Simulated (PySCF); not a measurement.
# RuBr₂⁺: sextet, from a linear start

Where does sextet RuBr₂⁺ go from a linear start, is the end point a minimum, and what are its modes, charges and moments?

The runs use PySCF 2.14.0; PBE0, basis Ru def2-TZVP with ECP28, Br def2-TZVP, scalar-relativistic core potentials, no spin–orbit coupling, density fitting.

## Step 1: The system as given

3 atoms, charge 1, spin multiplicity 6.

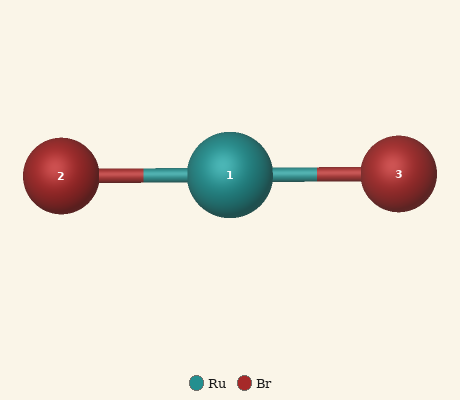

As it starts; ruthenium teal, bromine red; atoms are numbered from 1 in the order of the file.

Z-matrix (Å, degrees; charge 1 multiplicity 6):
```
Ru
Br 1 2.3422
Br 1 2.3422 2 180.00
```

## Step 2: First SCF at the start

One driver script runs all steps and calls PySCF; scf.py shows how it sets up the SCF of each step. The optimiser is the driver's own. After this first run the driver tries any further starts and a stability analysis.

The input, scf.py:

```python
from pyscf import gto, scf, dft
mol = gto.M(atom='''
Ru     0.000000     0.000000     0.000000
Br     0.000000     0.000000     2.342200
Br     0.000000     0.000000    -2.342200''',
    basis={'Ru': 'def2-TZVP', 'Br': 'def2-TZVP'},
    ecp={'Ru': 'def2-TZVP'},
    charge=1, spin=5)
mf = dft.UKS(mol, xc='PBE0')
mf.grids.atom_grid = (50, 194)
aux = {'Ru': 'def2-universal-JKFIT', 'Br': 'def2-universal-JKFIT'}
mf = mf.density_fit(auxbasis=aux)
mf.conv_tol = 1e-08
mf.diis_space = 10
mf.max_cycle = 60
mf.init_guess = 'minao'
mf.verbose = 4
mf.kernel()
```

Run with:

```bash
$ OMP_NUM_THREADS=4 python axn.py task.json out
```

Log:

```text
init E= -5232.75421930122
[... the frontier-level lines of each cycle are left out ...]
cycle= 1 E= -5240.34559983345  delta_E= -7.59  |g|= 1.96  |ddm|= 3.26
cycle= 2 E= -5229.73586405235  delta_E= 10.6  |g|= 3.58  |ddm|= 8.59
cycle= 3 E= -5241.23295194214  delta_E= -11.5  |g|= 1.25  |ddm|= 8.49
cycle= 4 E= -5241.70890071074  delta_E= -0.476  |g|= 1.02  |ddm|= 1.55
cycle= 5 E= -5242.11116011149  delta_E= -0.402  |g|= 0.612  |ddm|= 0.462
cycle= 6 E= -5242.28532612888  delta_E= -0.174  |g|= 0.26  |ddm|= 0.359
cycle= 7 E= -5242.32271472039  delta_E= -0.0374  |g|= 0.0515  |ddm|= 0.202
cycle= 8 E= -5242.32401919686  delta_E= -0.0013  |g|= 0.0183  |ddm|= 0.0424
cycle= 9 E= -5242.3241973125  delta_E= -0.000178  |g|= 0.00196  |ddm|= 0.018
cycle= 10 E= -5242.32419971214  delta_E= -2.4e-06  |g|= 0.00302  |ddm|= 0.00482
cycle= 11 E= -5242.32420428894  delta_E= -4.58e-06  |g|= 0.000293  |ddm|= 0.00278
cycle= 12 E= -5242.32420438636  delta_E= -9.74e-08  |g|= 0.000132  |ddm|= 0.000694
cycle= 13 E= -5242.32420439751  delta_E= -1.12e-08  |g|= 1.13e-05  |ddm|= 0.000188
cycle= 14 E= -5242.32420439761  delta_E= -9.82e-11  |g|= 1.45e-06  |ddm|= 1.81e-05
Extra cycle  E= -5242.3242043976  delta_E= 8.19e-12  |g|= 3.58e-06  |ddm|= 4.17e-06
converged SCF energy = -5242.3242043976  <S^2> = 8.7622472  2S+1 = 6.004081
```

This step, with its further starts and checks, needed 27 s of wall time on 4 threads of AMD EPYC 7R43 (Zen 3), shared host.

The starts that the driver tried:

| start | energy (Eh) |
| --- | --- |
| the minimal-basis guess | -5242.324204 |
| a thermally smeared density | -5242.324204 |
| a smeared PBE density | -5242.324204 |

No lower solution of this spin turned up from the other starts or in the test of internal stability.

## Step 3: Relaxation: linear start, sextet

The program finds D∞h symmetry in the start, which this walk keeps. The walk stops when the largest gradient is under 0.0003 Eh/bohr and the energy has settled too.

scf.py, as its differences from that of step 2:

```diff
@@ -16 +15,0 @@
-mf.init_guess = 'minao'
```

Steps of the walk:

| step | energy (Eh) | change (kJ/mol) | largest symmetric gradient (Eh/bohr) |
| --- | --- | --- | --- |
| 0 | -5242.324204 | 0.00 | 0.00430 |
| 1 | -5242.324312 | -0.28 | 0.00091 |
| 2 | -5242.324319 | -0.30 | 0.00003 |

The walk took 14 s.

Geometry (Å) and forces (eV/Å) at some steps:

```
step 0
Ru   0.000   0.000   0.000   0.000   0.000   0.000
Br   0.000   0.000   2.342   0.000   0.000  -0.221
Br   0.000   0.000  -2.342   0.000   0.000   0.221
step 1
Ru   0.000   0.000   0.000   0.000   0.000   0.000
Br   0.000   0.000   2.332   0.000   0.000  -0.047
Br   0.000   0.000  -2.332   0.000   0.000   0.047
step 2
Ru   0.000   0.000   0.000   0.000   0.000   0.000
Br   0.000   0.000   2.329   0.000   0.000   0.001
Br   0.000   0.000  -2.329   0.000   0.000  -0.001
```

End point (D∞h, 2 steps, 0.3 kJ/mol gained): Ru–Br 2.329 Å (×2); Br–Ru–Br 180.0°.

## Step 4: Is it a minimum? Harmonic modes

The point is checked on the finer grid, and tightened if its gradient asks for it. The Hessian and the dipole derivatives come from central differences of analytic gradients, with steps of 0.02 bohr.

scf.py, as its differences from that of step 3:

```diff
@@ -3,3 +3,3 @@
-Ru     0.000000     0.000000     0.000000
-Br     0.000000     0.000000     2.342200
-Br     0.000000     0.000000    -2.342200''',
+Ru    -0.000000     0.000000    -0.000000
+Br    -0.000000     0.000000     2.329093
+Br     0.000000    -0.000000    -2.329093''',
@@ -10 +10 @@
-mf.grids.atom_grid = (50, 194)
+mf.grids.atom_grid = (75, 302)
@@ -13 +13 @@
-mf.conv_tol = 1e-08
+mf.conv_tol = 1e-10
```

The driver hands on the density of the step before, so the log starts near convergence.

Log of the central SCF (cycles and frontier levels):

```text
init E= -5242.32419401299
[... the frontier-level lines of each cycle are left out ...]
cycle= 1 E= -5242.32419401282  delta_E= 1.76e-10  |g|= 1.71e-05  |ddm|= 2.6e-05
cycle= 2 E= -5242.32419401163  delta_E= 1.19e-09  |g|= 4.5e-05  |ddm|= 6.83e-05
cycle= 3 E= -5242.32419401301  delta_E= -1.38e-09  |g|= 9.67e-07  |ddm|= 4.94e-05
cycle= 4 E= -5242.32419401301  delta_E=    0  |g|= 2.54e-08  |ddm|= 7.39e-07
Extra cycle  E= -5242.32419401301  delta_E= -4.55e-12  |g|= 3.06e-08  |ddm|= 3.59e-08
converged SCF energy = -5242.32419401301  <S^2> = 8.7621191  2S+1 = 6.0040383
```

The whole step took 52 s.

Geometry: D∞h; Ru–Br 2.329 Å (×2); Br–Ru–Br 180.0°.

Modes, for the most abundant isotopes:

```
symmetry  ω (cm⁻¹)  IR (km/mol)  μ (u)
      πu       55i         11.7  91.45
     σg+       246          0.0  78.92
     σu+       369         55.8  91.45
```

μ is the mass of the mode for normalised Cartesian displacements, not the reduced mass of the usual diatomic formula.

With 2 modes imaginary (up to 55i cm⁻¹) this point is a saddle.

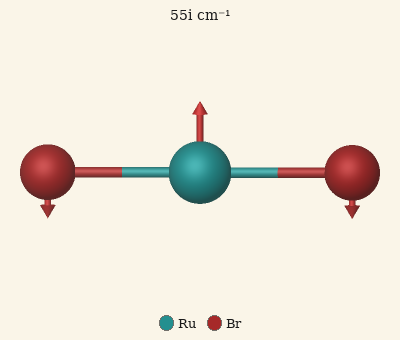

The imaginary mode, as arrows.

Properties at this point:

| Property | Result |
| --- | --- |
| Dipole moment about the centre of mass | 0.00 D |
| Highest occupied level | -13.93 eV |
| Lowest empty level | -11.02 eV |
| Rotational constants | 0.01969 cm⁻¹ |
| Zero-point energy (real modes) | 3.7 kJ/mol |
| Principal polarisabilities | 44.1, 44.1, 167.9 bohr³ |
| Principal traceless quadrupole moments about the centre of mass | -5.48, -5.48, 10.97 D Å |
| Spin squared ⟨S²⟩ | 8.762 |

Populations by atom (charges in e):

```json
{"atom": "Ru1", "Mulliken": "0.97", "Löwdin": "0.39", "polar tensor": "1.43", "spin (Mulliken)": "3.98", "Mayer order to Ru1": "–"}
{"atom": "Br2,3", "Mulliken": "0.02", "Löwdin": "0.31", "polar tensor": "-0.21", "spin (Mulliken)": "0.51", "Mayer order to Ru1": "1.31"}
```

Outer orbital energies (eV). α occupied: -18.13, -18.13, -15.16, -14.96, -14.93, -14.93, -13.94, -13.94; empty: -6.06, -5.67, -5.67, -3.05. β occupied: -27.23, -26.77, -17.22, -15.52, -15.52, -14.88, -13.93, -13.93; empty: -11.02, -11.02, -10.63, -10.63.

Mulliken populations on Ru1 (outside its core potential): s 2.57, p 6.29, d 6.17, f 0.01.

## Step 5: Downhill along the imaginary mode

The start is the last point, displaced along its most imaginary mode.

The program finds C2v symmetry in the start, which this walk keeps. Threshold on the gradient: 0.0003 Eh/bohr, with a further test on the energy change.

scf.py, as its differences from that of step 4:

```diff
@@ -3,3 +3,3 @@
-Ru    -0.000000     0.000000    -0.000000
-Br    -0.000000     0.000000     2.329093
-Br     0.000000    -0.000000    -2.329093''',
+Ru     0.239981    -0.070066     0.000000
+Br    -0.154939     0.045237     2.329093
+Br    -0.154939     0.045237    -2.329093''',
@@ -10 +10 @@
-mf.grids.atom_grid = (75, 302)
+mf.grids.atom_grid = (50, 194)
@@ -13 +13 @@
-mf.conv_tol = 1e-10
+mf.conv_tol = 1e-08
```

Energy and gradient, step by step:

| step | energy (Eh) | change (kJ/mol) | largest symmetric gradient (Eh/bohr) |
| --- | --- | --- | --- |
| 0 | -5242.324915 | 0.00 | 0.01291 |
| 1 | -5242.326075 | -3.05 | 0.00388 |
| 2 | -5242.326562 | -4.32 | 0.00408 |
| 3 | -5242.327525 | -6.85 | 0.00525 |
| 4 | -5242.327767 | -7.49 | 0.00931 |
| 5 | -5242.328400 | -9.15 | 0.00155 |
| 6 | -5242.328459 | -9.30 | 0.00020 |
| 7 | -5242.328469 | -9.33 | 0.00043 |
| 8 | -5242.328471 | -9.34 | 0.00029 |

The walk took 50 s.

Geometry (Å) and forces (eV/Å) at some steps:

```
step 0
Ru   0.240  -0.070   0.000  -0.085   0.009   0.000
Br  -0.155   0.045   2.329   0.042  -0.004  -0.664
Br  -0.155   0.045  -2.329   0.042  -0.004   0.664
step 1
Ru   0.255  -0.074   0.000   0.091  -0.045  -0.001
Br  -0.162   0.047   2.293  -0.045   0.022  -0.199
Br  -0.162   0.047  -2.293  -0.045   0.022   0.200
step 4
Ru   0.645  -0.188   0.000  -0.479   0.139   0.000
Br  -0.358   0.104   2.097   0.240  -0.069  -0.384
Br  -0.358   0.104  -2.097   0.240  -0.069   0.384
step 8
Ru   0.550  -0.161   0.000  -0.009   0.006   0.000
Br  -0.310   0.090   2.136   0.005  -0.003  -0.015
Br  -0.310   0.090  -2.136   0.005  -0.003   0.015
```

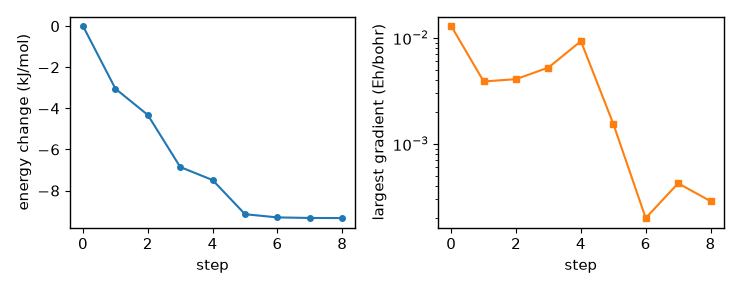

How energy and gradient fall.

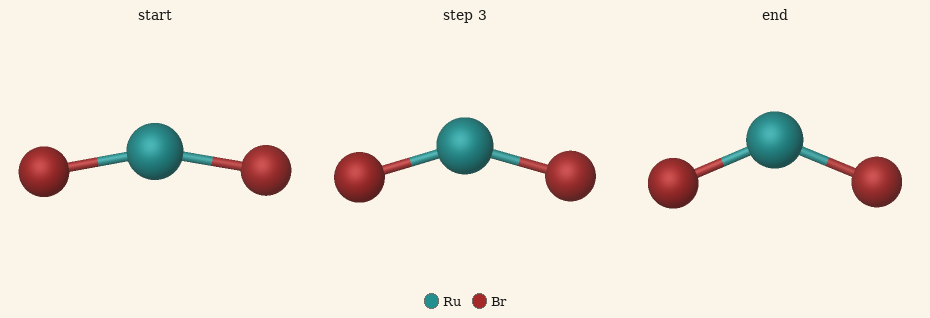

The geometry along the walk, at one scale.

End point (C2v, 8 steps, 9.3 kJ/mol gained): Ru–Br 2.316 Å (×2); Br–Ru–Br 134.5°.

## Step 6: Frequencies

As before: finer grid, then central differences.

scf.py, as its differences from that of step 5:

```diff
@@ -3,3 +3,3 @@
-Ru     0.239981    -0.070066     0.000000
-Br    -0.154939     0.045237     2.329093
-Br    -0.154939     0.045237    -2.329093''',
+Ru     0.539332    -0.157466     0.000000
+Br    -0.345736     0.100943     2.122740
+Br    -0.345736     0.100943    -2.122740''',
@@ -10 +10 @@
-mf.grids.atom_grid = (50, 194)
+mf.grids.atom_grid = (75, 302)
@@ -13 +13 @@
-mf.conv_tol = 1e-08
+mf.conv_tol = 1e-10
```

SCF at the final geometry:

```text
init E= -5242.32835706338
[... the frontier-level lines of each cycle are left out ...]
cycle= 1 E= -5242.32835706327  delta_E= 1.14e-10  |g|= 1.6e-05  |ddm|= 1.54e-05
cycle= 2 E= -5242.32835706175  delta_E= 1.52e-09  |g|= 5.79e-05  |ddm|= 5.14e-05
cycle= 3 E= -5242.3283570634  delta_E= -1.65e-09  |g|= 2.77e-06  |ddm|= 4.03e-05
cycle= 4 E= -5242.3283570634  delta_E= -2.73e-12  |g|= 3.63e-07  |ddm|= 2.91e-06
Extra cycle  E= -5242.32835706339  delta_E= 6.37e-12  |g|= 3.65e-07  |ddm|= 1.32e-06
converged SCF energy = -5242.32835706339  <S^2> = 8.7636576  2S+1 = 6.0045508
```

The whole step needed 86 s of wall time on 4 threads of AMD EPYC 7R43 (Zen 3), shared host.

Geometry: C2v; Ru–Br 2.314 Å (×2); Br–Ru–Br 133.0°.

Harmonic modes (main isotopes):

```json
{"symmetry": "a1", "ω (cm⁻¹)": "54", "IR (km/mol)": "1.7", "μ (u)": "86.70"}
{"symmetry": "a1", "ω (cm⁻¹)": "274", "IR (km/mol)": "3.6", "μ (u)": "82.84"}
{"symmetry": "b2", "ω (cm⁻¹)": "349", "IR (km/mol)": "36.3", "μ (u)": "90.46"}
```

μ is the mass of the mode for normalised Cartesian displacements, not the reduced mass of the usual diatomic formula.

All wavenumbers are real: a minimum.

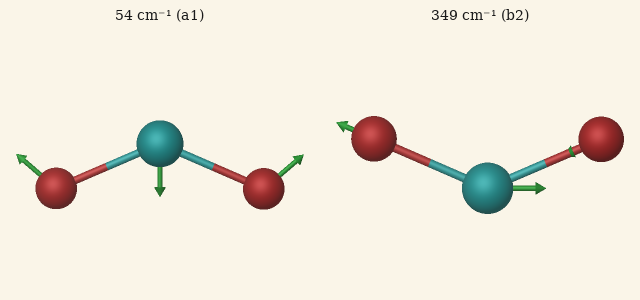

How the atoms move in 2 of the modes.

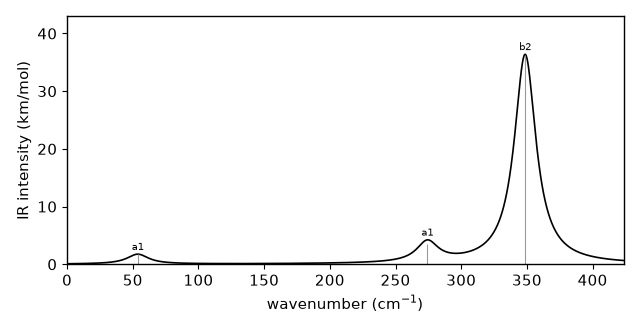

The harmonic infrared spectrum (widths in cm⁻¹). Lines are broadened to a width of 20 cm⁻¹ (Lorentzian).

Constants and moments:

```yaml
Dipole_moment_about_the_centre_of_mass: 2.24 D
Highest_occupied_level: -13.53 eV
Lowest_empty_level: -10.68 eV
Rotational_constants: 0.3202, 0.0237, 0.02207 cm⁻¹
Zero-point_energy: 4.0 kJ/mol
Principal_polarisabilities: 42.5, 50.8, 140.1 bohr³
Principal_traceless_quadrupole_moments_about_the_centre_of_mass: -6.23, -2.42, 8.65 D Å
Entropy_at_298.15_K_and_1_bar_electronic_part_spin_only: 338.2 J/(mol K)
Heat_capacity_Cp_at_298.15_K: 55.3 J/(mol K)
Enthalpy_at_298.15_K_above_0_K: 14.23 kJ/mol
Rotational_symmetry_number: 2
Spin_squared_⟨S²⟩: 8.764
```

Charges (e) and bond orders:

| atom | Mulliken | Löwdin | polar tensor | spin (Mulliken) | Mayer order to Ru1 |
| --- | --- | --- | --- | --- | --- |
| Ru1 | 1.00 | 0.32 | 1.24 | 3.82 | – |
| Br2,3 | 0.00 | 0.34 | -0.12 | 0.59 | 1.45 |

Outer orbital energies (eV). α occupied: -17.64, -17.61, -15.55, -14.94, -14.88, -14.19, -14.04, -13.53; empty: -7.35, -5.53, -4.06, -3.14. β occupied: -27.12, -26.87, -16.75, -16.03, -15.16, -14.62, -14.25, -14.24; empty: -10.68, -10.61, -10.40, -10.12.

Mulliken populations on Ru1 (outside its core potential): s 2.47, p 6.27, d 6.26, f 0.01.

## Step 7: All stationary points

| spin | group | bonds | imaginary modes (cm⁻¹) | ΔE (kJ/mol) | with zero-point energy |
| --- | --- | --- | --- | --- | --- |
| sextet | C2v | Ru–Br 2.314 Å (×2) | none | 0.0 | 0.0 |
| sextet | D∞h | Ru–Br 2.329 Å (×2) | 55i, 55i | 10.9 | – |

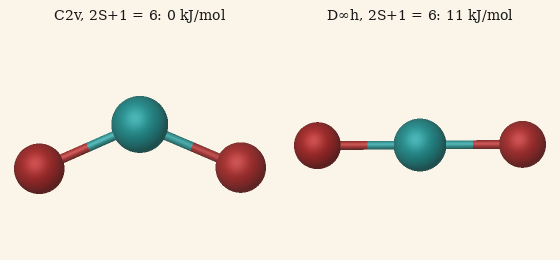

The points, lowest first (ruthenium teal, bromine red).

## Step 8: What came out

```
                                          quantity                                value
                                           minimum                          sextet, C2v
                                          geometry  Ru–Br 2.314 Å (×2); Br–Ru–Br 133.0°
                                wavenumbers (cm⁻¹)          54 (a1), 274 (a1), 349 (b2)
                    dipole moment (centre of mass)                               2.24 D
highest occupied, lowest empty level (either spin)                    -13.53, -10.68 eV
                        polar-tensor charge of Ru1                              +1.24 e
                                 zero-point energy                           4.0 kJ/mol
                               entropy at 298.15 K                      338.2 J/(mol K)
                                              ⟨S²⟩                                8.764
```

The linear start (D∞h) ends in a minimum of C2v symmetry, after a stop at a second-order saddle point 10.9 kJ/mol higher, from which it was pushed off along an imaginary mode. The strongest infrared band lies at 349 cm⁻¹ (b2, stretch). Most of the spin sits on Ru1 (Mulliken spin 3.82, against 5 for the whole molecule). Only this shape and spin were tried, so other structures or states may lie lower. One determinant may miss the lowest occupation of an open d or f shell.

The search up to here took 3.8 min.
